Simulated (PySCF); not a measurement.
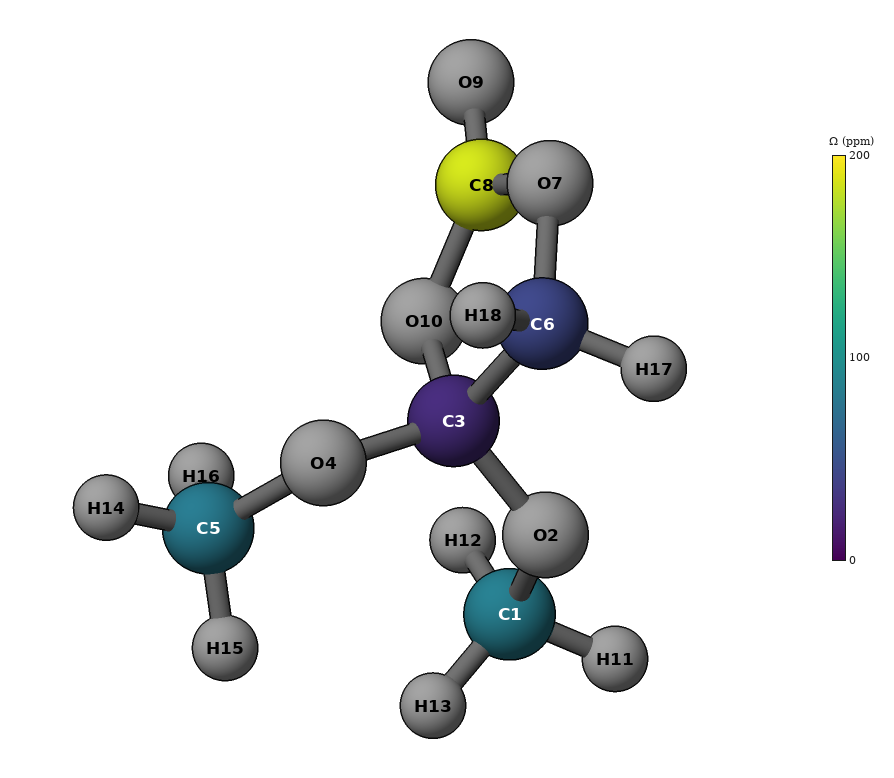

The C atoms are coloured by the span of their shielding tensor. Computed geometry: GFN2-xTB optimisation. No frequency run is at hand to confirm it as a minimum. Level of theory: GIAO PBE0/pcSseg-1 NMR shielding, non-relativistic, gas phase (PySCF 2.14.0). Principal shieldings σ11 ≤ σ22 ≤ σ33, span Ω = σ33 − σ11, skew κ = 3(σiso − σ22)/Ω.

**Which C atom has the most anisotropic shielding?**

C8, with a span of 186 ppm.

Give the shielding tensors of the C atoms.

```json
{"atom": "C1", "σ11": "97.4", "σ22": "112.6", "σ33": "182.0", "σiso": "130.7", "Ω": "84.6", "κ": "0.64"}
{"atom": "C3", "σ11": "51.9", "σ22": "69.9", "σ33": "77.1", "σiso": "66.3", "Ω": "25.3", "κ": "−0.43"}
{"atom": "C5", "σ11": "99.4", "σ22": "112.5", "σ33": "181.2", "σiso": "131.1", "Ω": "81.8", "κ": "0.68"}
{"atom": "C6", "σ11": "88.6", "σ22": "94.9", "σ33": "131.9", "σiso": "105.1", "Ω": "43.3", "κ": "0.71"}
{"atom": "C8", "σ11": "−60.8", "σ22": "27.5", "σ33": "124.9", "σiso": "30.5", "Ω": "185.7", "κ": "0.05"}
```

Shieldings and span in ppm.
